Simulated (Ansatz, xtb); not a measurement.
**Ligand exchange: ICl + CH8OSi2 → HOI + CH7ClSi2**

Species: ICl (iodine monochloride), singlet; CH8OSi2 `C[SiH2][SiH2]O`, singlet; HOI (hypoiodous acid) `OI`, singlet; CH7ClSi2 `C[SiH2][SiH2]Cl`, singlet. The partners trade Cl for OH: I–Cl and Si–OH bonds give way to I–OH and Si–Cl.

Shapes, held fixed at every level: PBE0-D4/def2-TZVP. Flexible molecules stand in one conformer, not always the lowest. Programs: Ansatz 0.2.0, xtb 6.7.1. Electronic energies: no zero-point or thermal term.

| level | kind | ΔE (kJ/mol) | less CCSD(T)/def2-TZVPP |
| --- | --- | --- | --- |
| GFN2-xTB | semi-empirical | +109.7 | +53.8 |
| HF/def2-TZVPP | Hartree–Fock | +72.4 | +16.5 |
| PBE-D4/def2-TZVPP | GGA | +51.5 | -4.4 |
| r2SCAN-D4/def2-TZVPP | meta-GGA | +55.6 | -0.3 |
| PBE0-D4/def2-TZVPP | global hybrid | +56.8 | +0.9 |
| B2PLYP/def2-TZVPP | double hybrid | +58.7 | +2.8 |
| CCSD/def2-TZVPP | coupled cluster or CI | +59.1 | +3.2 |
| CCSD(T)/def2-TZVPP | coupled cluster or CI | +55.9 | 0.0 |

The highest level, CCSD(T)/def2-TZVPP, gives ΔE = +55.9 kJ/mol; the levels span +51.5 to +109.7. The column of differences is taken from that level and isn't an error. No measured value is set beside it here. For atoms past krypton def2 sets carry core potentials with scalar relativity. Correlated rows may include outer-core shells of I, which these sets cover unevenly.

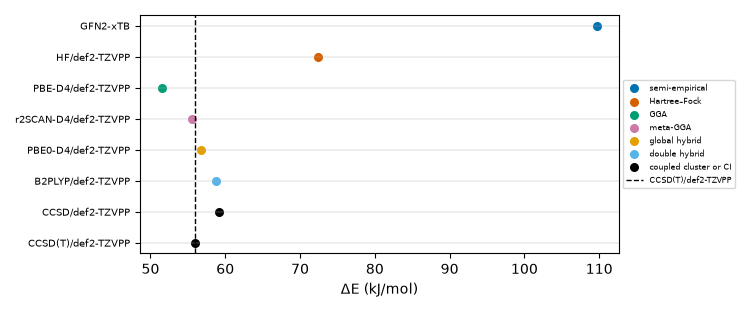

The values of the table, level by level.
